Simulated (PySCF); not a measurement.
# One shape, several levels: AlClF2 (SMILES [F][Al]([F])[Cl])

Wanted: a comparison of 6 runs (B3LYP/6-31G*, B2PLYP/def2-SVPD, BHLYP/def2-SVPD, M06-L/def2-SVPD, SVWN5/def2-SVPD, SCS-MP2/def2-SVPD) of AlClF2. The job is set up through a Python script.

The calculation is run with PySCF 2.14.0.

2 further runs of the same task are left out: 2 set aside as unsound or not needed.

## 1. The structure to begin with

AlClF2 has 4 atoms, charge 0, and is taken as a singlet. SMILES: `[F][Al]([F])[Cl]`. One bond was lengthened or shortened from a relaxed shape.

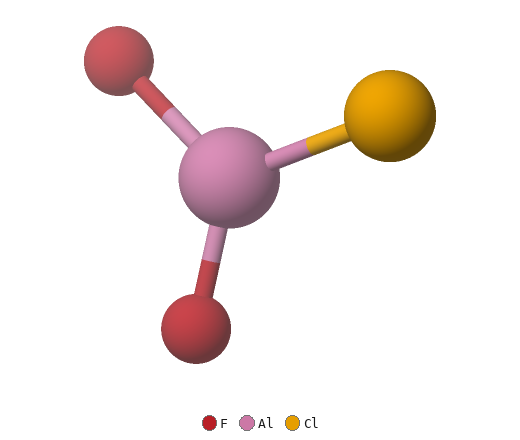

Viewed from a chosen angle; fluorine red, aluminium pink, chlorine amber.

## 2. The energy at B3LYP/6-31G(d) (spherical functions) (run 1)

Input file input.xyz:

```xyz
4

F      1.136386     0.837635     1.314049
Al     0.069280    -0.050750     0.053570
F      0.273490    -1.653820    -0.164660
Cl    -1.339980     0.982810    -1.038560
```

Input file calc.py:

```python
from pyscf import gto, dft

mol = gto.M(
    atom='input.xyz',
    max_memory=1860,
    spin=0,
    verbose=3,
    basis='6-31g*',
)

mf = dft.RKS(mol, xc='b3lyp')
mf.grids.level = 5
mf.conv_tol = 1e-10
mf.kernel()
if not mf.converged:
    mf = mf.newton().run(mf.mo_coeff, mf.mo_occ)

e_tot = mf.e_tot
print('E = %.10f Eh' % e_tot)
```

Command:

```
$ OMP_NUM_THREADS=1 python calc.py
```

Log:

```text
converged SCF energy = -902.495656149994
E = -902.4956561500 Eh
```

Wall time 8.7 s (1 thread of Arm Neoverse V2, shared host); peak memory 0.34 GiB.

## 3. A single-point energy at B2PLYP/def2-SVPD (run 2)

Input file run.py:

```python
from pyscf import gto, dft, mp

system = gto.Mole()
system.atom = 'F 1.136386 0.837635 1.314049; Al 0.069280 -0.050750 0.053570; F 0.273490 -1.653820 -0.164660; Cl -1.339980 0.982810 -1.038560'
system.charge = 0
system.max_memory = 1860
system.verbose = 3
system.basis = 'def2-svpd'
system.build()

mf = dft.RKS(system)
mf.xc = '0.53*HF + 0.47*B88, 0.73*LYP'
mf.grids.level = 5
mf.conv_tol = 1e-10
mf.kernel()
if not mf.converged:
    mf = mf.newton().run(mf.mo_coeff, mf.mo_occ)

pt = mp.MP2(mf, frozen=12).run()
e_final = mf.e_tot + 0.27 * pt.e_corr
print('PT2 part  %.8f' % (0.27 * pt.e_corr))
print('E = %.10f Eh' % e_final)
```

Command:

```
$ OMP_NUM_THREADS=1 python run.py
```

Log:

```text
converged SCF energy = -901.573397215947
E(RMP2) = -902.306233299487  E_corr = -0.732836083540309
E(SCS-RMP2) = -902.276168415404  E_corr = -0.702771199457616
PT2 part  -0.19786574
E = -901.7712629585 Eh
```

It took 14 s on 1 thread of Arm Neoverse V2, shared host; peak memory 0.49 GiB.

Runs 3 to 4 aren't shown in full; the table further down has their settings and results.

## 4. The energy at SVWN5/def2-SVPD (run 5)

Input file job.py:

```python
from pyscf import gto, dft

mol = gto.M(
    atom='''
F      2.147458     1.582901     2.483193
Al     0.130920    -0.095904     0.101233
F      0.516821    -3.125267    -0.311162
Cl    -2.532195     1.857242    -1.962594
''',
    verbose=4,
    unit='bohr',
    basis='def2-svpd',
    max_memory=1860,
)

myscf = dft.RKS(mol, xc='svwn')
myscf.conv_tol = 1e-10
myscf.grids.level = 5
myscf.kernel()
if not myscf.converged:
    myscf = myscf.newton().run(myscf.mo_coeff, myscf.mo_occ)

energy = myscf.e_tot
print('E = %.10f Eh' % energy)
```

Command:

```
$ OMP_NUM_THREADS=1 python job.py
```

Log:

```text
PySCF version 2.14.0

[... 76 lines left out ...]
converged SCF energy = -898.370292784172
E = -898.3702927842 Eh
```

Run time: 8.7 s. Hardware: 1 thread of Arm Neoverse V2, shared host; peak memory 0.33 GiB.

## 5. The energy at SCS-MP2/def2-SVPD (run 6)

Input file input.py:

```python
from pyscf import gto, scf, mp

mol = gto.Mole()
mol.atom = '''
F    1.136386   0.837635   1.314049
Al   0.069280  -0.050750   0.053570
F    0.273490  -1.653820  -0.164660
Cl  -1.339980   0.982810  -1.038560
'''
mol.verbose = 3
mol.basis = 'def2-svpd'
mol.max_memory = 1860
mol.charge = 0
mol.build()

mf = scf.RHF(mol)
mf.conv_tol = 1e-10
mf.kernel()
if not mf.converged:
    mf = mf.newton().run(mf.mo_coeff, mf.mo_occ)

pt = mp.MP2(mf, frozen=12).run()
e_tot = mf.e_tot + 1.2 * pt.e_corr_os + pt.e_corr_ss / 3
print('E(%s) = %.9f' % ('SCS-MP2', e_tot))
```

Command:

```
$ OMP_NUM_THREADS=1 python input.py
```

Log:

```text
converged SCF energy = -900.140276987712
E(RMP2) = -900.742692696778  E_corr = -0.602415709066526
E(SCS-RMP2) = -900.718795967917  E_corr = -0.578518980204974
E(SCS-MP2) = -900.718795968
```

It took 2 s on 1 thread of Arm Neoverse V2, shared host; peak memory 0.24 GiB.

## 6. The series

| run | level | frozen core orbitals | integration grid | energy (Eh) | dipole moment (D) of the reference | HOMO energy (eV) | LUMO energy (eV) | wall time |
| --- | --- | --- | --- | --- | --- | --- | --- | --- |
| 1 | B3LYP/6-31G* (spherical functions) | – | 5 | -902.495656 | 0.92 | -9.65 | -2.09 | 8.7 s |
| 2 | B2PLYP/def2-SVPD | 12 | 5 | -901.771263 | 1.46 | -11.58 | -1.14 | 14 s |
| 3 | BHLYP/def2-SVPD | – | 5 | -902.092519 | 1.47 | -11.64 | -1.43 | 14 s |
| 4 | M06-L/def2-SVPD | – | 5 | -902.133169 | 1.31 | -9.04 | -2.23 | 29 s |
| 5 | SVWN5/def2-SVPD | – | 5 | -898.370293 | 1.40 | -8.94 | -3.27 | 8.7 s |
| 6 | SCS-MP2/def2-SVPD | 12 | – | -900.718796 | 1.48 | -13.76 | 0.48 | 2 s |

## 7. Summary of results

```
                                           quantity          value
                                run 6: total energy  -900.71880 Eh
        run 6: dipole moment (Hartree–Fock density)         1.48 D
         run 6: HOMO energy (Hartree–Fock orbitals)      -13.76 eV
         run 6: LUMO energy (Hartree–Fock orbitals)        0.48 eV
       run 6: HOMO–LUMO gap (Hartree–Fock orbitals)       14.24 eV
run 6: correlation energy (12 core orbitals frozen)     -578.5 mEh
```

Over runs 1, 2, 3, 4, 5 the dipole moment (its size) runs from 0.92 D (B3LYP/6-31G*) to 1.47 D (BHLYP/def2-SVPD). The two ends differ in method and basis. Over runs 1, 2, 3, 4, 5 the HOMO–LUMO gap runs from 5.67 eV (SVWN5/def2-SVPD) to 10.45 eV (B2PLYP/def2-SVPD). A double hybrid's value is that of its SCF part. Totals of different functionals can't be ranked against each other. All runs together took 76 s, the longest 29 s.
